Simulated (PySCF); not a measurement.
**One shape, several levels: BH3S (SMILES BS)**

We compute a comparison of 5 runs (HF/3-21G, HF/6-31G, B3LYP/6-31G*, PBE0/def2-SVP, PBE/def2-TZVP) of BH3S. Input form: a Python script.

Program for the calculation: PySCF 2.14.0.

### 1 The system as given

BH3S has 5 atoms, charge 0, and is taken as a singlet. As SMILES, `BS`. Geometry: relaxed at PBE0-D4/def2-TZVP.

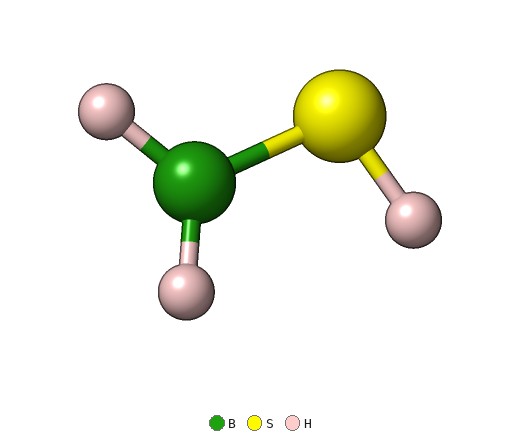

The structure, seen from a chosen angle (boron green, sulfur yellow, hydrogen pink).

### 2 Energy and gradient at HF/3-21G (run 1)

Input file input.py:

```python
import pyscf.grad
from pyscf import gto

molecule = gto.M(
    atom='''
B     -0.740962    -0.795575     0.166485
S      0.305569     2.337402    -0.291585
H     -2.953453    -1.051444     0.499266
H      0.693718    -2.527698     0.140218
H      2.789425     1.898041    -0.592618
''',
    basis='3-21g',
    charge=0,
    unit='bohr',
    max_memory=1860,
    verbose=4,
)

hf = molecule.RHF()
hf.conv_tol = 1e-10
hf.kernel()
if not hf.converged:
    hf = hf.newton().run(hf.mo_coeff, hf.mo_occ)

e_final = hf.e_tot
print(f'total energy: {e_final:.8f} hartree')
grad = hf.Gradients().kernel()
dip = hf.dip_moment()
pop, q = hf.mulliken_pop()
```

The run is started by

```
$ OMP_NUM_THREADS=1 python input.py
```

Standard output:

```text
PySCF version 2.14.0

[... 57 lines left out ...]
converged SCF energy = -421.841798820221
total energy: -421.84179882 hartree
[... 11 lines left out ...]
Dipole moment(X, Y, Z, Debye):  0.97976, -1.05929, -0.03032
[... 34 lines left out ...]
charge of    4H =      0.08612
```

Wall time 1.1 s (1 thread of Intel Xeon at 2.70GHz, shared host); peak memory 0.12 GiB.

### 3 Energy and forces at HF/6-31G (run 2)

Input file input.py:

```python
# BS
import pyscf.grad
from pyscf import gto

mol = gto.M(
    atom=[
    ('B', (-0.392100, -0.421000, 0.088100)),
    ('S', (0.161700, 1.236900, -0.154300)),
    ('H', (-1.562900, -0.556400, 0.264200)),
    ('H', (0.367100, -1.337600, 0.074200)),
    ('H', (1.476100, 1.004400, -0.313600)),
],
    basis='6-31g',
    verbose=3,
    max_memory=1860,
)

calc0 = mol.RHF()
calc0.conv_tol = 1e-10
calc0.kernel()
if not calc0.converged:
    calc0 = calc0.newton().run(calc0.mo_coeff, calc0.mo_occ)

e_final = calc0.e_tot
print(f'total energy: {e_final:.8f} hartree')
grad = calc0.Gradients().kernel()
calc0.analyze()
```

The run is started by

```
$ OMP_NUM_THREADS=1 python input.py
```

Standard output:

```text
converged SCF energy = -423.900569898195
total energy: -423.90056990 hartree
--------------- RHF gradients ---------------
         x                y                z
0 B     0.0174562744     0.0284393778    -0.0052653335
1 S    -0.0091451115    -0.0211998835     0.0033867060
2 H    -0.0067962752     0.0016803159     0.0007768765
3 H     0.0039617431    -0.0042313568    -0.0001267512
4 H    -0.0054766307    -0.0046884535     0.0012285022
----------------------------------------------
**** MO energy ****
MO #1   energy= -91.9477686930541  occ= 2
MO #2   energy= -8.97303149061595  occ= 2
MO #3   energy= -7.64181706410612  occ= 2
MO #4   energy= -6.65478037136387  occ= 2
MO #5   energy= -6.65238516474102  occ= 2
MO #6   energy= -6.65047791374164  occ= 2
MO #7   energy= -1.01438938905385  occ= 2
MO #8   energy= -0.696098637666813 occ= 2
MO #9   energy= -0.581662756958133 occ= 2
MO #10  energy= -0.504789960665958 occ= 2
MO #11  energy= -0.448859445341817 occ= 2
MO #12  energy= -0.410073006049791 occ= 2
MO #13  energy= 0.0951510611758863 occ= 0
MO #14  energy= 0.177119690892595  occ= 0
MO #15  energy= 0.256610739243462  occ= 0
MO #16  energy= 0.305965635896682  occ= 0
MO #17  energy= 0.343113864466864  occ= 0
MO #18  energy= 0.503455061852163  occ= 0
MO #19  energy= 0.52333625655292   occ= 0
MO #20  energy= 0.523888852162519  occ= 0
MO #21  energy= 0.537833971454068  occ= 0
MO #22  energy= 0.616951011550387  occ= 0
MO #23  energy= 0.646568261388236  occ= 0
MO #24  energy= 0.663855182771372  occ= 0
MO #25  energy= 0.877194472495435  occ= 0
MO #26  energy= 1.08432373911436   occ= 0
MO #27  energy= 1.23087226517024   occ= 0
MO #28  energy= 1.28985775350217   occ= 0
 ** Mulliken atomic charges  **
charge of    0B =     -0.10417
charge of    1S =     -0.02410
charge of    2H =      0.02308
charge of    3H =      0.01803
charge of    4H =      0.08717
Dipole moment(X, Y, Z, Debye):  0.98535, -1.04949, -0.03207
```

Wall time 2.3 s (1 thread of Intel Xeon at 2.70GHz, shared host); peak memory 0.12 GiB.

Runs 3 to 4 aren't shown in full; the table further down has their settings and results.

### 4 Energy and gradient at PBE/def2-TZVP (run 5)

Input file run.py:

```python
# BS
from pyscf import gto, dft

system = gto.Mole()
system.atom = '''
B   -0.392100  -0.421000   0.088100
S    0.161700   1.236900  -0.154300
H   -1.562900  -0.556400   0.264200
H    0.367100  -1.337600   0.074200
H    1.476100   1.004400  -0.313600
'''
system.max_memory = 1860
system.basis = 'def2-tzvp'
system.verbose = 4
system.charge = 0
system.build()

calc0 = dft.RKS(system, xc='pbe')
calc0.conv_tol = 1e-10
calc0.grids.level = 5
calc0.kernel()
if not calc0.converged:
    calc0 = calc0.newton().run(calc0.mo_coeff, calc0.mo_occ)

etot = calc0.e_tot
print(f'total energy: {etot:.8f} hartree')
grad = calc0.nuc_grad_method().kernel()
calc0.analyze()
```

The run is started by

```
$ OMP_NUM_THREADS=1 python run.py
```

Standard output:

```text
PySCF version 2.14.0

[... 94 lines left out ...]
Two-electron Energy =                  202.396293883269294
[... 12 lines left out ...]
MO #9   energy= -0.385849106915554 occ= 2
[... 10 lines left out ...]
MO #20  energy= 0.12279663044893   occ= 0
[... 10 lines left out ...]
MO #31  energy= 0.453710004220625  occ= 0
[... 10 lines left out ...]
MO #42  energy= 0.980609525860821  occ= 0
[... 10 lines left out ...]
MO #53  energy= 1.63385183353605   occ= 0
[... 10 lines left out ...]
MO #64  energy= 1.92312053703914   occ= 0
[... 10 lines left out ...]
MO #75  energy= 2.67523511206152   occ= 0
[... 10 lines left out ...]
MO #86  energy= 18.8137001531706   occ= 0
[... 94 lines left out ...]
Dipole moment(X, Y, Z, Debye):  0.94478,  0.09820, -0.14100
```

Run time: 25 s. Hardware: 1 thread of Intel Xeon at 2.70GHz, shared host; peak memory 0.84 GiB.

### 5 The series

| run | level | Cartesian functions | integration grid | energy (Eh) | dipole moment (D) | HOMO energy (eV) | LUMO energy (eV) | wall time |
| --- | --- | --- | --- | --- | --- | --- | --- | --- |
| 1 | HF/3-21G | no | – | -421.841799 | 1.44 | -11.26 | 2.38 | 1.1 s |
| 2 | HF/6-31G | no | – | -423.900570 | 1.44 | -11.16 | 2.59 | 2.3 s |
| 3 | B3LYP/6-31G* (Cartesian functions) | yes | 5 | -424.856633 | 0.99 | -8.09 | -1.15 | 11 s |
| 4 | PBE0/def2-SVP | no | 5 | -424.527982 | 1.05 | -8.41 | -1.13 | 9.6 s |
| 5 | PBE/def2-TZVP | no | 5 | -424.651217 | 0.96 | -7.34 | -2.27 | 25 s |

### 6 Summary of results

| quantity | value |
| --- | --- |
| run 5: total energy | -424.65122 Eh |
| run 5: dipole moment | 0.96 D |
| run 5: HOMO energy | -7.34 eV |
| run 5: LUMO energy | -2.27 eV |
| run 5: HOMO–LUMO gap | 5.08 eV |
| run 5: largest force on an atom | 0.326 eV/Å |

**Reading.** The dipole moment (its size) runs from 0.96 D (PBE/def2-TZVP) to 1.44 D (HF/3-21G). The two ends differ in method and basis. The HOMO–LUMO gap runs from 5.08 eV (PBE/def2-TZVP) to 13.75 eV (HF/6-31G). Totals of different functionals can't be ranked against each other. All runs together took 49 s, the longest 25 s.
